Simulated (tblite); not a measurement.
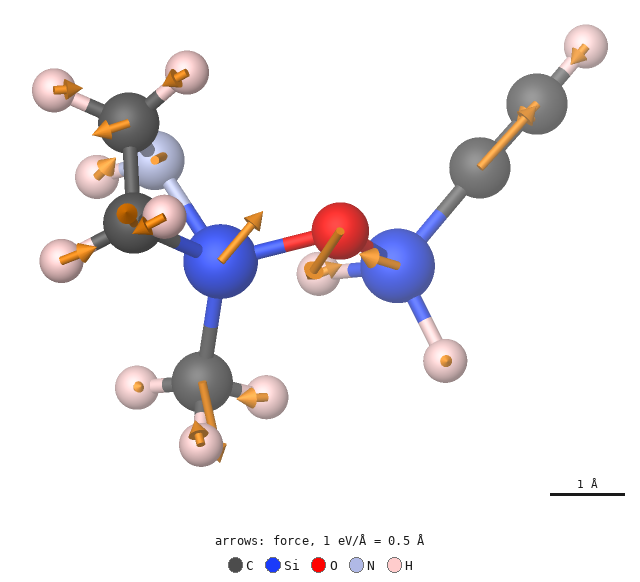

Starting geometry of C$_{5}$H$_{11}$NOSi$_{2}$ with the computed forces as orange arrows. A ball-and-stick model, seen at a tilt.

Theory: GFN2-xTB geometry optimisation, gas phase (tblite). 

### Is this structure relaxed? If not, where do the atoms go?

It isn't relaxed: the largest force vector, on a C atom, is 3.38 eV/Å. The final displacements have little in common with the starting forces (cosine between the two patterns 0.16). The atom that moves furthest after the best rigid fit is an H atom (2.47 Å). By element the largest moves are H 2.47 Å, O 1.73 Å, C 1.72 Å, Si 0.62 Å, N 0.43 Å. Some distances before and after: Si–Si 2.747 → 3.142 Å, O–Si 1.737 → 1.626 Å, C–Si 1.833 → 1.910 Å, O–Si 1.693 → 1.630 Å. Among the angles between lasting bonds that change: Si–O–Si 106.4° → 149.6°, Si–N–H 116.5° → 139.4°, O–Si–C 113.1° → 104.8°. Groups turn about O–Si by about 145°, O–Si by about 140°, C–Si by about 30°. The energy falls by 38.9 kcal/mol in 282 geometry steps.
